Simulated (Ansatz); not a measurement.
# What a change does: single-point calculation on CH₆ClSi₂

System: CH₆ClSi₂, multiplicity 2.
Method of run 1: UKS SPW92/def2-TZVPP (Ansatz 0.2.0).

The geometry comes from this level: PBE0-D4/def2-TZVP. Text and figures count atoms from 1; the logs count them from 0 in places.

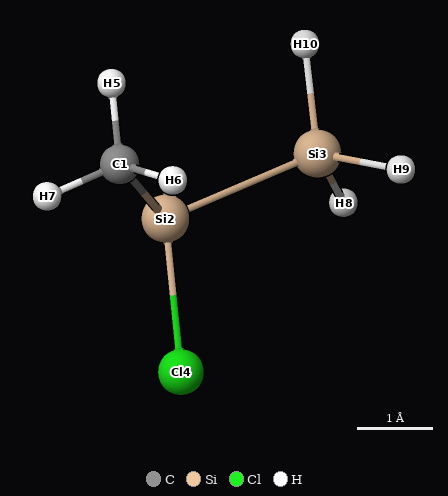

**Figure 1.** The structure as given in the input (ball-and-stick view, seen at a tilt; atoms are numbered from 1 in the order of the input). Bond lengths as drawn: Cl–Si 2.07 Å, C–H 1.09 Å, C–Si 1.87 Å, H–Si 1.49 Å and Si–Si 2.34 Å.

Input, run 1:
```yaml
crystal:
  periodic: [false, false, false]
  atoms:
    - {symbol: C, position_ang: [-0.817569, 1.375863, -0.759041]}
    - {symbol: Si, position_ang: [-0.393391, -0.447416, -0.745350]}
    - {symbol: Si, position_ang: [1.253532, -1.073924, 0.791396]}
    - {symbol: Cl, position_ang: [-2.123087, -1.512607, -0.329974]}
    - {symbol: H, position_ang: [0.078727, 1.966185, -0.964956]}
    - {symbol: H, position_ang: [-1.223459, 1.680834, 0.209710]}
    - {symbol: H, position_ang: [-1.561615, 1.592124, -1.528286]}
    - {symbol: H, position_ang: [1.490478, -2.535581, 0.676362]}
    - {symbol: H, position_ang: [0.871370, -0.750868, 2.195133]}
    - {symbol: H, position_ang: [2.508214, -0.345808, 0.457808]}
basis:
  gaussian: {orbitals: def2-TZVPP}
magnetization: {spin_polarized: true, initial_magnetization: 1}
hamiltonian: {xc: lda}
output: {orbitals: {seedname: orbitals}}
```

Hardware: 4 CPU threads, shared host.

Output (run 1):
```
Functional definition: SPW92
  exchange = slater_x
  correlation = pw_c
1404 factors; their error is unknown
mean field evaluation 1: about -29289.3547 eV, gradient 4.7e1 eV
mean field evaluation 2: about -29268.9318 eV, gradient 6.8e1 eV
mean field evaluation 4: about -29299.4537 eV, gradient 6.7e0 eV
mean field evaluation 8: about -29299.6791 eV, gradient 1.4e-1 eV
mean field evaluation 16: about -29299.6326 eV, gradient 2.8e-4 eV
mean field -29299.63261062 eV, -1076.7416384359 hartree, gradient 6.1e-5 eV, S^2 0.751416; 0 other end points of the search recorded, 0 dependent functions left out
reference -29299.63265456 eV, -1076.7416400509 hartree; 29, 28 occupied and 212, 213 virtual orbitals, 1404 factors
Total energy: -29299.63265456 eV, -1076.7416400509 hartree
```

Run 2 used a changed input.

The two runs side by side:

```csv
quantity,run 1,run 2
outcome,converged,converged
total energy (hartree),−1076.741640,−1080.787754
HOMO (eV),−4.79,−7.98
LUMO (eV),−3.77,−0.76
⟨S²⟩,0.751,0.753
basis functions,241,241
wall time (shared host),1.8 s,12 s
```

What was changed in the input?

The change (lines with − go, lines with + come):
```diff
-hamiltonian: {xc: lda}
+hamiltonian: {xc: {name: wB97X-V}}
```

The total energies belong to different methods, so their difference says nothing on which is more stable or more accurate. The HOMO goes from −4.79 to −7.98 eV. The LUMO goes from −3.77 to −0.76 eV.

Output (run 2):
```
Functional definition: wB97X-V
  parameter omega = 0.3/bohr
  parameter cx = 0.167
  parameter cx1 = 0.603
  parameter cx2 = 1.194
  parameter css0 = 0.556
  parameter css1 = -0.257
  parameter cos0 = 1.219
  parameter cos1 = -1.850
  parameter b = 6.0
  parameter c = 0.01
  exchange = spin_sum(e_x_unif_sr(omega)*poly(b97_u_x, 1 - cx, cx1, cx2)) + cx*exact_x_sr(omega) + exact_x_lr(omega)
  correlation = spin_sum(e_c_pw_same_spin*poly(b97_u_same, css0, css1))
      + integral(e_c_pw_opposite_spin*poly(b97_u_opposite, cos0, cos1)) + vv10(b, c)
1426 factors; their error is unknown
310 factors; integrals over basis functions are off by at most 2.5e-5 eV
mean field evaluation 1: about -29406.6452 eV, gradient 2.5e1 eV
mean field evaluation 2: about -29408.1702 eV, gradient 1.8e1 eV
mean field evaluation 4: about -29409.6915 eV, gradient 6.6e-1 eV
mean field evaluation 8: about -29409.7327 eV, gradient 2.3e-1 eV
mean field evaluation 16: about -29409.7330 eV, gradient 3.0e-4 eV
mean field -29409.73301733 eV, -1080.7877537538 hartree, gradient 3.3e-5 eV, S^2 0.753319; 0 other end points of the search recorded, 0 dependent functions left out
reference -29409.73301543 eV, -1080.7877536841 hartree; 29, 28 occupied and 212, 213 virtual orbitals, 1426 factors
Total energy: -29409.73301543 eV, -1080.7877536841 hartree
```
